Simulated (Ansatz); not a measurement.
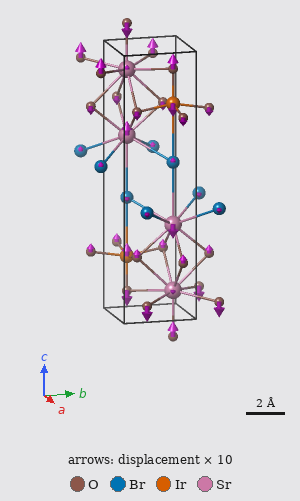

A relaxation of solid Sr2IrBrO3 (a generated structure, set up in P4/nmm). The starting structure is drawn; purple arrows show the displacements (the part carried along by the change of the cell is left out), magnified 10 times.

A ball-and-stick model of the cell of the calculation, seen slightly off an axis.

The start is a swapped structure.

Theory: DFT, PAW plane waves, PBE in Ansatz 0.2.0. Settings: plane-wave cutoff 420 eV; k-point mesh 6 × 6 × 2; occupations fermi dirac; smearing width 0.1 eV; collinear spin; cell and atoms relaxed; force threshold 0.03 eV/Å; at most 40 steps.

Q: What did the optimiser do to the structure, and how much energy did it gain?

A: The largest moves relative to the cell, 0.087 Å, are those of O atoms. Largest moves by element: O 0.087 Å, Sr 0.079 Å, Ir 0.072 Å, Br 0.026 Å. The drawn cell changes as follows: a = b 4.023 → 4.044 Å (+0.5 %), c 14.731 → 14.123 Å (−4.1 %); the volume changes by −3.2 %. Near-neighbour distances that change, for instance: Br–Ir 3.222 → 2.991 Å, O–Sr 2.546 → 2.331 Å, Sr–Sr 3.625 → 3.420 Å, O–Sr 2.632 → 2.518 Å. Bond angles that change, for instance: Sr–O–Sr 99.7° → 106.8°, Sr–O–Sr 83.9° → 80.1°, Sr–O–Sr 176.4° → 173.1°. The space group stays P4/nmm (No. 129). After 8 accepted moves (10 points after the start) the energy has fallen by 0.303 eV per cell of the calculation. With the target pressure of 5 GPa, the enthalpy E + pV changes by −0.538 eV per cell of the calculation. The largest force component goes from 2.5 to 0.0046 eV/Å. Pressure: 3.59 GPa at the start and 4.99 GPa at the end. At 2 points the geometry stayed and the basis and grid were re-selected for the new cell (energy shift of 9.4 meV per cell of the calculation at most each time). The program noted that the starting moments weren't kept. Cost: 7.7 min on 2 threads of Arm Neoverse V1, with other jobs on the host, peak memory 0.88 GiB.
